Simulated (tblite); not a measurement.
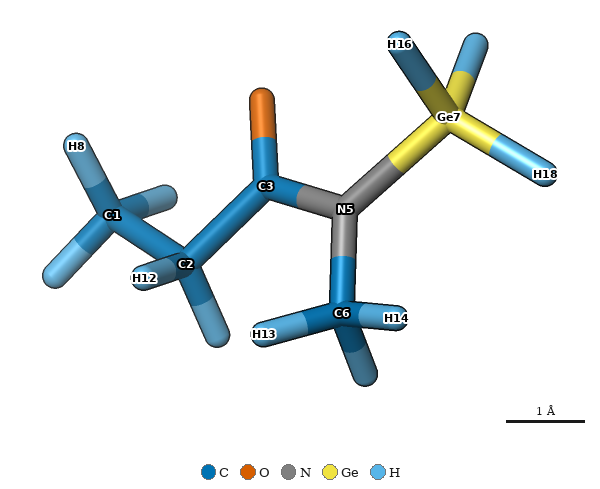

Fig. 1: The input geometry (stick view, seen at a tilt; atoms are numbered from 1 in the order of the input). Sticks mark near contacts.

## C4H11GeNO: geometry relaxation (part 1 of 2)

System: C4H11GeNO.
Method: GFN2-xTB geometry optimisation, gas phase (tblite 0.8.0).

It belongs to a series of runs on one base structure; here: constitutional isomer.

The input:
```
{"job": {"kind": "relax", "xc": "GFN2-xTB", "basis": "xTB"}, "charge": 0, "multiplicity": 1}
C      2.757200    -0.491600    -0.252200
C      1.493700     0.357600    -0.501500
C      0.295300    -0.484000    -0.222300
O      0.502700    -1.664800     0.124000
N     -1.026400     0.053800    -0.365500
C     -1.124000     1.451100    -0.797000
Ge    -2.568600    -0.937500    -0.057500
H      2.767700    -0.836100     0.789900
H      2.663600    -1.339800    -0.990600
H      3.624800     0.151500    -0.494100
H      1.522100     0.750300    -1.506300
H      1.432300     1.180000     0.240900
H     -0.460100     2.122400    -0.222900
H     -2.158100     1.814100    -0.695400
H     -0.839800     1.567400    -1.870900
H     -2.802400    -0.892100     1.505600
H     -2.323500    -2.426400    -0.390100
H     -3.765400    -0.369600    -0.835400
```

The first line tells a small driver script what to run in tblite; the rest is the geometry in Å.

Launched with:
```bash
OMP_NUM_THREADS=1 python <driver script> task.json out
```

The program's output:
```
step      E/eV     max force
  0    -628.19996    2.748
  1    -628.42496    2.451
  2    -628.55840    1.273
  3    -628.65646    0.972
  4    -628.72959    0.626
  5    -628.76978    0.610
  6    -628.80590    0.376
  7    -628.82069    0.319
  8    -628.83653    0.335
  9    -628.84835    0.318
 10    -628.86105    0.218
 11    -628.87125    0.198
 12    -628.87999    0.256
 13    -628.88748    0.264
 14    -628.89338    0.203
 15    -628.89750    0.181
 16    -628.90124    0.166
 17    -628.90580    0.224
 18    -628.91160    0.288
 19    -628.91797    0.269
 20    -628.92368    0.189
 21    -628.92822    0.172
 22    -628.93253    0.167
 23    -628.93814    0.237
 24    -628.94549    0.275
 25    -628.95393    0.254
 26    -628.96218    0.206
 27    -628.96897    0.193
 28    -628.97398    0.169
 29    -628.97825    0.216
 30    -628.98214    0.184
 31    -628.98523    0.107
 32    -628.98756    0.115
 33    -628.98968    0.114
 34    -628.99226    0.163
 35    -628.99559    0.192
 36    -628.99927    0.170
 37    -629.00257    0.119
 38    -629.00507    0.136
 39    -629.00686    0.127
 40    -629.00826    0.085
 41    -629.00920    0.065
 42    -629.00963    0.050
 43    -629.01001    0.049
 44    -629.01032    0.038
 45    -629.01062    0.038
 46    -629.01090    0.047
 47    -629.01124    0.062
 48    -629.01163    0.053
 49    -629.01201    0.047
 50    -629.01235    0.045
 51    -629.01268    0.052
 52    -629.01308    0.060
 53    -629.01357    0.068
 54    -629.01404    0.062
 55    -629.01439    0.047
 56    -629.01465    0.033
 57    -629.01490    0.039
 58    -629.01519    0.053
 59    -629.01550    0.055
 60    -629.01581    0.051
 61    -629.01609    0.045
 62    -629.01631    0.039
 63    -629.01648    0.035
 64    -629.01660    0.027
 65    -629.01670    0.030
 66    -629.01677    0.027
 67    -629.01681    0.017
 68    -629.01685    0.012
 69    -629.01688    0.016
 70    -629.01693    0.023
 71    -629.01699    0.027
 72    -629.01706    0.025
 73    -629.01711    0.018
 74    -629.01715    0.013
 75    -629.01718    0.013
 76    -629.01721    0.015
 77    -629.01725    0.021
 78    -629.01729    0.023
 79    -629.01733    0.018
 80    -629.01736    0.012
 81    -629.01738    0.011
 82    -629.01741    0.018
 83    -629.01745    0.020
 84    -629.01748    0.015
 85    -629.01751    0.015
 86    -629.01754    0.017
 87    -629.01757    0.022
 88    -629.01762    0.023
 89    -629.01768    0.018
 90    -629.01772    0.014
 91    -629.01776    0.017
 92    -629.01780    0.019
 93    -629.01783    0.016
 94    -629.01787    0.015
 95    -629.01791    0.013
 96    -629.01794    0.015
 97    -629.01797    0.013
 98    -629.01801    0.014
 99    -629.01805    0.017
100    -629.01809    0.019
101    -629.01812    0.013
102    -629.01814    0.012
103    -629.01816    0.011
104    -629.01818    0.016
105    -629.01820    0.013
106    -629.01822    0.008
```

Trajectory as extended XYZ (Å, eV, eV/Å), 12 of the 107 frames kept, from step=0 to step=106:
```
18
Properties=species:S:1:pos:R:3:forces:R:3 step=0 energy=-628.19996
C     2.7572   -0.4916   -0.2522   -0.3770   0.2230  -1.0310
C     1.4937    0.3576   -0.5015    0.2520   0.4680   1.0820
C     0.2953   -0.4840   -0.2223   -1.6250  -2.0880   0.1340
O     0.5027   -1.6648    0.1240   -1.7380   2.0700  -0.4950
N    -1.0264    0.0538   -0.3655    2.2630  -0.0130  -0.0480
C    -1.1240    1.4511   -0.7970    0.1420   0.0650  -0.4710
Ge   -2.5686   -0.9375   -0.0575    0.2770  -1.0270   0.9010
H     2.7677   -0.8361    0.7899    0.1850  -0.0240  -0.6230
H     2.6636   -1.3398   -0.9906    0.5460   0.6850   1.0890
H     3.6248    0.1515   -0.4941   -0.2770  -0.6340   0.2640
H     1.5221    0.7503   -1.5063   -0.1990   0.2330  -0.2360
H     1.4323    1.1800    0.2409    0.2810  -0.0530  -0.4790
H    -0.4601    2.1224   -0.2229   -0.3420  -0.3450  -0.0650
H    -2.1581    1.8141   -0.6954    0.3080  -0.2570   0.0740
H    -0.8398    1.5674   -1.8709   -0.1450  -0.1410   0.5690
H    -2.8024   -0.8921    1.5056   -0.0120   0.1180  -0.8540
H    -2.3235   -2.4264   -0.3901   -0.0740   0.7140  -0.0210
H    -3.7654   -0.3696   -0.8354    0.5360   0.0060   0.2090
18
Properties=species:S:1:pos:R:3:forces:R:3 step=10 energy=-628.86105
C     2.7404   -0.4831   -0.2753   -0.1750   0.1130   0.0110
C     1.4648    0.3344   -0.4716   -0.0650   0.0200  -0.0690
C     0.2091   -0.4863   -0.2208    0.1910  -0.0930  -0.0500
O     0.2247   -1.6565    0.1372   -0.0750   0.1410   0.1030
N    -0.9839    0.1053   -0.4042   -0.0990  -0.0840   0.0710
C    -1.1211    1.4775   -0.8256    0.0030  -0.1350   0.0600
Ge   -2.4408   -1.0107   -0.0009   -0.0040   0.0340   0.0080
H     2.7833   -0.8387    0.7551    0.0470  -0.0350  -0.1800
H     2.7298   -1.3386   -0.9482    0.0570   0.0220   0.1120
H     3.6206    0.1291   -0.4822   -0.1280  -0.0960   0.0330
H     1.4187    0.7598   -1.4814    0.0180  -0.1870   0.0170
H     1.4567    1.1904    0.2093    0.0150  -0.0590   0.1180
H    -0.4852    2.1194   -0.2129   -0.1210   0.1410  -0.0580
H    -2.1662    1.7579   -0.6909    0.0810   0.1050  -0.1050
H    -0.8347    1.5774   -1.8758   -0.0630   0.1640  -0.0040
H    -2.7756   -0.8607    1.4549    0.1820  -0.0780  -0.0130
H    -2.2884   -2.4164   -0.4400    0.0710  -0.0210  -0.0350
H    -3.5608   -0.3539   -0.7678    0.0650   0.0480  -0.0200
18
Properties=species:S:1:pos:R:3:forces:R:3 step=19 energy=-628.91797
C     2.7225   -0.5029   -0.2748   -0.0800   0.0000   0.0170
C     1.4436    0.3039   -0.4672    0.0570   0.0160   0.0110
C     0.1811   -0.4746   -0.1838    0.1340  -0.0200  -0.1110
O     0.1541   -1.6236    0.2463   -0.0850   0.2550   0.0060
N    -0.9910    0.1359   -0.4208   -0.0180  -0.0270   0.0500
C    -1.1361    1.5101   -0.8454   -0.0200  -0.1150   0.0260
Ge   -2.4021   -1.0229   -0.0086    0.0250   0.0680  -0.0170
H     2.7808   -0.8773    0.7451    0.0290   0.0530  -0.0310
H     2.7355   -1.3625   -0.9411    0.0080   0.0570  -0.0190
H     3.5837    0.1337   -0.4840   -0.0500  -0.1530   0.0570
H     1.3978    0.6942   -1.4911   -0.0360  -0.0280   0.1250
H     1.4399    1.1563    0.2202    0.0670   0.0450  -0.0680
H    -0.5514    2.1864   -0.2169    0.0090  -0.0350  -0.0450
H    -2.1873    1.7802   -0.7449    0.0000  -0.0170  -0.0520
H    -0.8399    1.6385   -1.8899    0.0500   0.0390   0.0150
H    -2.6122   -0.9429    1.4626   -0.0070  -0.0330   0.0890
H    -2.2254   -2.4074   -0.4894    0.0080  -0.0830  -0.1420
H    -3.5024   -0.3188   -0.7576   -0.0910  -0.0220   0.0910
18
Properties=species:S:1:pos:R:3:forces:R:3 step=29 energy=-628.97825
C     2.6956   -0.5371   -0.2616   -0.0140  -0.0240  -0.0070
C     1.4507    0.3233   -0.4548    0.0080  -0.0030   0.0380
C     0.1632   -0.3990   -0.1251    0.0160  -0.0720  -0.1470
O     0.1105   -1.5080    0.4021    0.0260   0.0690  -0.0560
N    -1.0090    0.1667   -0.4548    0.0520   0.0480   0.0870
C    -1.1535    1.5343   -0.8967    0.0050  -0.0530   0.0050
Ge   -2.3731   -1.0554    0.0032    0.1370   0.1460  -0.0800
H     2.7489   -0.9264    0.7511   -0.0880   0.0040   0.0210
H     2.6837   -1.3805   -0.9470   -0.0440  -0.0220   0.0130
H     3.5942    0.0470   -0.4525   -0.0490   0.0310  -0.0130
H     1.3963    0.6670   -1.4926   -0.0280   0.0030   0.0510
H     1.5117    1.2106    0.1825   -0.0120   0.0080   0.0050
H    -0.6166    2.2147   -0.2278   -0.0730  -0.0160  -0.0530
H    -2.2162    1.7778   -0.8697    0.0600   0.0220  -0.0450
H    -0.7816    1.6858   -1.9163   -0.0130  -0.0690   0.0570
H    -2.4529   -1.1153    1.4856   -0.0340  -0.0700   0.0570
H    -2.1834   -2.3553   -0.6902    0.0180  -0.0120  -0.0070
H    -3.5770   -0.3438   -0.5765    0.0340   0.0100   0.0730
18
Properties=species:S:1:pos:R:3:forces:R:3 step=39 energy=-629.00686
C     2.6516   -0.5589   -0.2503    0.0870   0.0060  -0.0100
C     1.4515    0.3503   -0.4588   -0.0100  -0.0070   0.0360
C     0.1708   -0.3624   -0.1233   -0.0940  -0.0270  -0.0740
O     0.1281   -1.4771    0.3926    0.0050  -0.0440  -0.0140
N    -1.0055    0.2079   -0.4104   -0.0140   0.0260   0.0470
C    -1.1530    1.5440   -0.9286   -0.0250  -0.0010  -0.0100
Ge   -2.3273   -1.0552    0.0312    0.0330  -0.0130   0.0000
H     2.6608   -0.9414    0.7658   -0.0150  -0.0160   0.0200
H     2.6130   -1.4053   -0.9306   -0.0430  -0.0160   0.0070
H     3.5699   -0.0110   -0.4306    0.1190   0.0430  -0.0080
H     1.4044    0.6957   -1.4949   -0.0060  -0.0030   0.0110
H     1.5272    1.2340    0.1805    0.0100   0.0290   0.0100
H    -0.6791    2.2778   -0.2676   -0.0300  -0.0430  -0.0650
H    -2.2194    1.7616   -0.9853    0.0290   0.0160  -0.0260
H    -0.7197    1.6385   -1.9306   -0.0230   0.0050   0.0650
H    -2.3803   -1.2933    1.4979    0.0220   0.0040   0.0410
H    -2.1337   -2.2805   -0.7897   -0.0210   0.0020  -0.0130
H    -3.5681   -0.3183   -0.4086   -0.0230   0.0380  -0.0180
18
Properties=species:S:1:pos:R:3:forces:R:3 step=48 energy=-629.01163
C     2.6605   -0.5527   -0.2459    0.0100  -0.0180   0.0060
C     1.4545    0.3524   -0.4527   -0.0190  -0.0120   0.0080
C     0.1703   -0.3694   -0.1339   -0.0390   0.0090  -0.0350
O     0.1263   -1.4978    0.3520    0.0300  -0.0090   0.0070
N    -1.0074    0.2116   -0.3943   -0.0180   0.0020  -0.0020
C    -1.1589    1.5400   -0.9299    0.0080   0.0040  -0.0090
Ge   -2.3300   -1.0532    0.0389    0.0250  -0.0290   0.0020
H     2.6673   -0.9369    0.7698    0.0040  -0.0010   0.0260
H     2.6077   -1.4009   -0.9228    0.0030  -0.0220  -0.0070
H     3.5872   -0.0151   -0.4286   -0.0010   0.0390  -0.0070
H     1.4089    0.7009   -1.4881    0.0080   0.0040   0.0060
H     1.5205    1.2363    0.1883    0.0030  -0.0020   0.0100
H    -0.6894    2.2825   -0.2790    0.0000   0.0050  -0.0180
H    -2.2231    1.7628   -1.0010    0.0110  -0.0360   0.0100
H    -0.7196    1.6189   -1.9284    0.0050   0.0220   0.0030
H    -2.3676   -1.2975    1.5090    0.0130   0.0090  -0.0280
H    -2.1509   -2.2739   -0.7953   -0.0280   0.0170   0.0080
H    -3.5652   -0.3016   -0.3991   -0.0150   0.0180   0.0200
```
